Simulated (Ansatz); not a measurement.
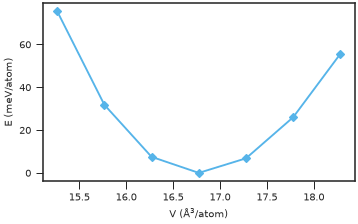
Figure. TaAl (CsCl type, Pm-3m) under volume change, plane-wave PAW PBE (Ansatz code), scaled uniformly.

**Question.** What does a third-order Birch–Murnaghan fit give for V₀, B₀ and B′?

**Answer.** V₀ = 16.77 Å³/atom, B₀ = 152 GPa, B′ = 4.1.

The start of the workflow was typed in or built on a structure type; neither database checked (COD, Materials Project) lists it. Its standing as an ambient phase is unchecked. Symmetry was held in the PBE relaxation; its stability against distortions is not shown here. No spin polarisation was allowed. Scalar-relativistic: spin–orbit coupling is off unless named, which matters more the heavier the elements.

Potentials: the later of the program's two PAW sets.
